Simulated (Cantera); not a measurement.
Feed: 1 mol NiS, 140 mol H2, 58 mol N2, equilibrated at 1 atm.

Cantera equilibrium calculation (NASA polynomials, part measured and part estimated; ideal gas, pure solids and liquids). Candidate condensed phases: Ni, NiS, NiS2, Ni3S2, Ni3S4, S; 17 gas species. Metal and sulfide melt together well below either melting point, which pure phases cannot show. Mutual solubility and eutectic melting of coexisting phases are not modelled. The numbers say what is thermodynamically allowed, not how fast it happens.

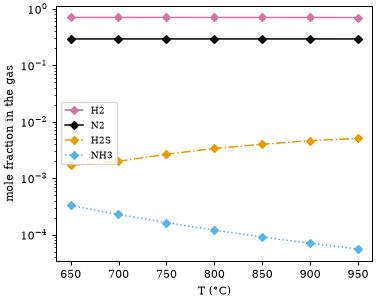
Figure. Equilibrium gas composition (values under 1e-9 drawn at 1e-9)

Question: Read off the mole fractions at 800 °C.

Answer: H2 about 0.70, N2 about 0.29, H2S about 0.0034, NH3 about 0.00012.
